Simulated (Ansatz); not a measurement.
# BPHCl (singlet): correlated methods under varied settings at a displaced geometry (v1)

What do other methods and options give for BPHCl (singlet) at this geometry, and how long do they take?

The runs use Ansatz 0.2.0, Gaussian basis; the settings change from run to run.

9 further runs of the same task are left out: 4 that didn't finish, 5 set aside as unsound or not needed.

## 1. The system

The geometry is a PBE0/def2-TZVP stationary point (not a proven minimum) with its atoms shifted at random (size 0.040 Å).

4 atoms, charge 0, spin multiplicity 1.

Atoms are counted from 1 here; the program's logs count them from 0.

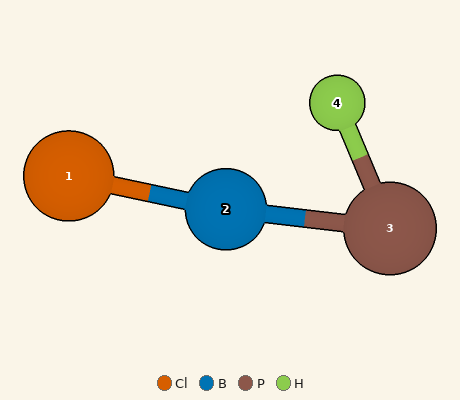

The structure; chlorine orange, boron blue, phosphorus brown, hydrogen green; atoms are numbered from 1 in the order of the file.

## 2. CCSD(T) on RHF/def2-SVP

in.yaml reads:

```yaml
crystal:
  periodic: [false, false, false]
  atoms:
    - {symbol: Cl, position_ang: [0.002322, -0.282608, 1.959793]}
    - {symbol: B, position_ang: [0.001536, -0.368496, 0.258691]}
    - {symbol: P, position_ang: [0.049452, -0.287054, -1.490106]}
    - {symbol: H, position_ang: [-0.053310, 0.938158, -0.728378]}
basis:
  gaussian: {orbitals: def2-SVP}
magnetization: {spin_polarized: false}
correlation: {method: ccsd_t, electrons: outside_noble_gas}
scf: {omitted_lower_state_checks: [cluster_reference]}
```

The run is started by

```sh
$ ansatz run in.yaml --threads 1 --pin off --events-out ev --progress --plain --max-ram 2393MiB
```

Standard output:

```text
Functional definition: HF
  name "HF"
  cite "Fock, Z. Phys. 61, 126 (1930) doi:10.1007/BF01340294"
  parent pbe
  exchange = exact_x
  correlation = 0
these checks for a lower state are left out or cut short: cluster_reference
516 factors; integrals over basis functions are off by at most 1.2e-3 eV
mean field evaluation 1: about -22454.2519 eV, gradient 1.4e1 eV
mean field evaluation 2: about -22454.2766 eV, gradient 1.4e1 eV
mean field evaluation 4: about -22455.2057 eV, gradient 2.3e0 eV
mean field evaluation 8: about -22455.2446 eV, gradient 2.0e-1 eV
mean field -22455.24507495 eV, -825.2150357925 hartree, gradient 1.0e-6 eV, S^2 0.000000; 0 other end points of the search recorded, 0 dependent functions left out
11 core orbitals not correlated: weight in the atoms' cores, before any rotation towards them, 1.000 or more for the frozen orbitals, at most 0.000 for the correlated occupied ones
reference -22455.24507495 eV, -825.2150357925 hartree; 8, 8 occupied and 36, 36 virtual orbitals, 516 factors
second order -9.07295474 eV of doubles, -0.00000000 eV of singles
cycle   1  -9.55721867 eV  change   -4.8e-1 eV  update   8.9e-2
cycle   2  -9.83083306 eV  change   -2.7e-1 eV  update   2.7e-2
cycle   3  -9.89784743 eV  change   -6.7e-2 eV  update   1.5e-2
cycle   4  -9.89489359 eV  change    3.0e-3 eV  update   4.3e-3
cycle   5  -9.89417036 eV  change    7.2e-4 eV  update   1.7e-3
cycle   6  -9.89402034 eV  change    1.5e-4 eV  update   5.7e-4
cycle   7  -9.89409693 eV  change   -7.7e-5 eV  update   2.1e-4
cycle   8  -9.89417674 eV  change   -8.0e-5 eV  update   6.6e-5
cycle   9  -9.89416354 eV  change    1.3e-5 eV  update   1.7e-5
perturbative correction -0.39862545 eV, -0.0146492149 hartree
Total energy: -22465.53786394 eV, -825.5932888112 hartree
Checks for a lower state left out: cluster_reference
```

Run time: 0.75 s. Hardware: 1 thread of Arm Neoverse V1, shared host.

From the report: correlation -10.2928 eV; T1 0.017; largest double amplitude 0.11.

## 3. NEVPT2(16,9)/6-31G

in.yaml: that of step 2 with these lines changed.

```diff
@@ -8,5 +8,3 @@
 basis:
-  gaussian: {orbitals: def2-SVP}
-magnetization: {spin_polarized: false}
-correlation: {method: ccsd_t, electrons: outside_noble_gas}
-scf: {omitted_lower_state_checks: [cluster_reference]}
+  gaussian: {orbitals: 6-31G}
+correlation: {method: sc_nevpt2, electrons: outside_noble_gas, active_space: {window: {electrons: 16, orbitals: 9}}}
```

Same command.

Standard output, cut to the lines that bear on the results:

```text
Functional definition: HF
  name "HF"
  cite "Fock, Z. Phys. 61, 126 (1930) doi:10.1007/BF01340294"
  parent pbe
[...]
438 factors; integrals over basis functions are off by at most 2.5e-4 eV
[...]
mean field -22459.33729053 eV, -825.3654219415 hartree, gradient 1.7e-6 eV, S^2 0.000000; 0 other end points of the search recorded, 0 dependent functions left out
reference -22459.33729053 eV, -825.3654219415 hartree; 19, 19 occupied and 18, 18 virtual orbitals, 438 factors
state -22459.88356809 eV, -825.3854972716 hartree
state -22459.88356809 eV, -825.3854972716 hartree; corrected -22463.22782155 eV, -825.5083963192 hartree
state -22459.81150295 eV, -825.3828489265 hartree
state -22459.81150295 eV, -825.3828489265 hartree; corrected -22463.07116776 eV, -825.5026393987 hartree
state -22459.88356809 eV, -825.3854972716 hartree; corrected -22463.22782155 eV, -825.5083963192 hartree
Total energy: -22463.22782155 eV, -825.5083963192 hartree
```

Run time: 1.5 s. Hardware: 1 thread of Arm Neoverse V1, shared host.

From the report: 81 determinants; active occupations 2.00, 2.00, 2.00, 2.00, 2.00, 2.00, 2.00, 1.93, 0.07.

## 4. BCCD(T) on RHF/cc-pVDZ

in.yaml: that of step 3 with these lines changed.

```diff
@@ -8,3 +8,4 @@
 basis:
-  gaussian: {orbitals: 6-31G}
-correlation: {method: sc_nevpt2, electrons: outside_noble_gas, active_space: {window: {electrons: 16, orbitals: 9}}}
+  gaussian: {orbitals: cc-pVDZ}
+magnetization: {spin_polarized: false}
+correlation: {method: bccd_t, electrons: valence}
```

The command is unchanged.

Standard output, cut to the lines that bear on the results:

```text
Functional definition: HF
  name "HF"
  cite "Fock, Z. Phys. 61, 126 (1930) doi:10.1007/BF01340294"
  parent pbe
[...]
562 factors; integrals over basis functions are off by at most 1.6e-3 eV
[...]
mean field -22462.84243646 eV, -825.4942336785 hartree, gradient 2.3e-6 eV, S^2 0.000000; 0 other end points of the search recorded, 0 dependent functions left out
11 core orbitals not correlated: weight in the atoms' cores, before any rotation towards them, 1.000 or more for the frozen orbitals, at most 0.000 for the correlated occupied ones
reference -22462.84243646 eV, -825.4942336785 hartree; 8, 8 occupied and 36, 36 virtual orbitals, 562 factors
second order -9.12413156 eV of doubles, -0.00000000 eV of singles
cycle   1  -9.60743129 eV  change   -4.8e-1 eV  update   8.9e-2
[...]
cycle  10  -9.90939180 eV  change    7.2e-6 eV  update   1.1e-5
perturbative correction -0.42746429 eV, -0.0157090229 hartree
Total energy: -22473.17929255 eV, -825.8741061333 hartree
```

Run time: 1.2 s. Hardware: 1 thread of Arm Neoverse V1, shared host.

From the report: correlation -10.3369 eV; largest double amplitude 0.10.

## 5. HF/6-31++G**

in.yaml: that of step 4 with these lines changed.

```diff
@@ -8,4 +8,6 @@
 basis:
-  gaussian: {orbitals: cc-pVDZ}
+  gaussian: {orbitals: "6-31++G**"}
 magnetization: {spin_polarized: false}
-correlation: {method: bccd_t, electrons: valence}
+hamiltonian: {xc: hf}
+accuracy: high
+output: {forces: true, orbitals: {seedname: orbitals}}
```

The command is unchanged.

Standard output, cut to the lines that bear on the results:

```text
Functional definition: HF
  name "HF"
  cite "Fock, Z. Phys. 61, 126 (1930) doi:10.1007/BF01340294"
  parent pbe
[...]
1313 factors; integrals over basis functions are off by at most 4.2e-9 eV
[...]
mean field -22461.66987175 eV, -825.4511427203 hartree, gradient 1.8e-8 eV, S^2 0.000000; 0 other end points of the search recorded, 0 dependent functions left out
[...]
reference -22461.66987175 eV, -825.4511427203 hartree; 19, 19 occupied and 52, 52 virtual orbitals, 1313 factors
Total energy: -22461.66987175 eV, -825.4511427203 hartree
Atom 0 at     0.002322    -0.282608     1.959793 Å, force    -0.044994    -0.017091    -0.142733 eV/Å
Atom 1 at     0.001536    -0.368496     0.258691 Å, force     0.149778    -0.225601    -1.405133 eV/Å
Atom 2 at     0.049452    -0.287054    -1.490106 Å, force    -0.067368    -0.437092     1.588254 eV/Å
Atom 3 at    -0.053310     0.938158    -0.728378 Å, force    -0.037416     0.679784    -0.040388 eV/Å
Dipole moment:    -0.008421     0.041948     0.254201 e Å
```

Wall time 2.4 s (1 thread of Arm Neoverse V1, shared host).

## 6. BCCD(T) on RHF/cc-pVDZ

in.yaml: that of step 5 with these lines changed.

```diff
@@ -8,6 +8,5 @@
 basis:
-  gaussian: {orbitals: "6-31++G**"}
+  gaussian: {orbitals: cc-pVDZ}
 magnetization: {spin_polarized: false}
-hamiltonian: {xc: hf}
-accuracy: high
-output: {forces: true, orbitals: {seedname: orbitals}}
+correlation: {method: bccd_t, electrons: valence, diis_vectors: 2}
+output: {forces: true}
```

Same command.

Standard output, cut to the lines that bear on the results:

```text
Functional definition: HF
  name "HF"
  cite "Fock, Z. Phys. 61, 126 (1930) doi:10.1007/BF01340294"
  parent pbe
[...]
562 factors; integrals over basis functions are off by at most 1.6e-3 eV
[...]
mean field -22462.84243646 eV, -825.4942336785 hartree, gradient 2.3e-6 eV, S^2 0.000000; 0 other end points of the search recorded, 0 dependent functions left out
11 core orbitals not correlated: weight in the atoms' cores, before any rotation towards them, 1.000 or more for the frozen orbitals, at most 0.000 for the correlated occupied ones
reference -22462.84243646 eV, -825.4942336785 hartree; 8, 8 occupied and 36, 36 virtual orbitals, 562 factors
second order -9.12413156 eV of doubles, -0.00000000 eV of singles
cycle   1  -9.60743129 eV  change   -4.8e-1 eV  update   8.9e-2
[...]
cycle  14  -9.90939659 eV  change    1.5e-6 eV  update   4.4e-6
perturbative correction -0.42746288 eV, -0.0157089710 hartree
[...]
Total energy: -22473.17929593 eV, -825.8741062575 hartree
Atom 0 at     0.002322    -0.282608     1.959793 Å, force    -0.038808    -0.007613     0.555603 eV/Å
Atom 1 at     0.001536    -0.368496     0.258691 Å, force     0.091940    -0.100551    -0.802013 eV/Å
Atom 2 at     0.049452    -0.287054    -1.490106 Å, force     0.009045    -0.758074    -0.071857 eV/Å
Atom 3 at    -0.053310     0.938158    -0.728378 Å, force    -0.062176     0.866238     0.318267 eV/Å
Dipole moment:    -0.005418     0.064360     0.205289 e Å
```

It took 3.3 s on 1 thread of Arm Neoverse V1, shared host.

From the report: correlation -10.3369 eV; largest double amplitude 0.10.

## 7. CCSD on RHF/cc-pVDZ

in.yaml: that of step 6 with these lines changed.

```diff
@@ -10,3 +10,4 @@
 magnetization: {spin_polarized: false}
-correlation: {method: bccd_t, electrons: valence, diis_vectors: 2}
+correlation: {method: ccsd, electrons: outside_noble_gas}
+accuracy: high
 output: {forces: true}
```

Launched as before.

Standard output, cut to the lines that bear on the results:

```text
Functional definition: HF
  name "HF"
  cite "Fock, Z. Phys. 61, 126 (1930) doi:10.1007/BF01340294"
  parent pbe
[...]
1177 factors; integrals over basis functions are off by at most 4.1e-9 eV
[...]
mean field -22462.84246914 eV, -825.4942348793 hartree, gradient 1.1e-8 eV, S^2 0.000000; 0 other end points of the search recorded, 0 dependent functions left out
11 core orbitals not correlated: weight in the atoms' cores, before any rotation towards them, 1.000 or more for the frozen orbitals, at most 0.000 for the correlated occupied ones
reference -22462.84246914 eV, -825.4942348793 hartree; 8, 8 occupied and 36, 36 virtual orbitals, 1177 factors
second order -9.12416804 eV of doubles, -0.00000000 eV of singles
cycle   1  -9.60076905 eV  change   -4.8e-1 eV  update   8.9e-2
[...]
cycle  21  -9.93278908 eV  change  -7.8e-10 eV  update   1.7e-9
[...]
Total energy: -22472.77525821 eV, -825.8592581451 hartree
Atom 0 at     0.002322    -0.282608     1.959793 Å, force    -0.040844    -0.005815     0.474104 eV/Å
Atom 1 at     0.001536    -0.368496     0.258691 Å, force     0.103791    -0.113050    -0.975608 eV/Å
Atom 2 at     0.049452    -0.287054    -1.490106 Å, force    -0.003057    -0.734593     0.215204 eV/Å
Atom 3 at    -0.053310     0.938158    -0.728378 Å, force    -0.059890     0.853458     0.286300 eV/Å
Dipole moment:    -0.005741     0.060656     0.207407 e Å
```

Wall time 6.5 s (1 thread of Arm Neoverse V1, shared host).

From the report: correlation -9.9328 eV; T1 0.017; largest double amplitude 0.10.

## 8. The runs in one table

Where basis and cores are those of an earlier RCCSDT(Q)/cc-pVDZ run (-22473.2344 eV), and the state is the same kind, the miss against it is given.

```
                  level         correlated  functions  energy (eV)  from RCCSDT(Q) (meV)    time
CCSD(T) on RHF/def2-SVP  outside noble gas         55  -22465.5379                        0.75 s
     NEVPT2(16,9)/6-31G  outside noble gas         37  -22463.2278                         1.5 s
 BCCD(T) on RHF/cc-pVDZ            valence         55  -22473.1793                  55.1   1.2 s
           HF/6-31++G**                            71  -22461.6699                         2.4 s
 BCCD(T) on RHF/cc-pVDZ            valence         55  -22473.1793                  55.1   3.3 s
    CCSD on RHF/cc-pVDZ  outside noble gas         55  -22472.7753                 459.1   6.5 s
```

## 9. What came out

| quantity | value |
| --- | --- |
| runs | 6 |
| quickest | CCSD(T) on RHF/def2-SVP, 0.75 s |
| slowest | CCSD on RHF/cc-pVDZ, 6.5 s |

Total energies in different bases, with other cores or another treatment of relativity can't be set against each other. CCSD on RHF/cc-pVDZ took 9 times as long as CCSD(T) on RHF/def2-SVP; the jobs differ in more than the method. Among the correlated runs with a miss given, it spans +55 to +459 meV.
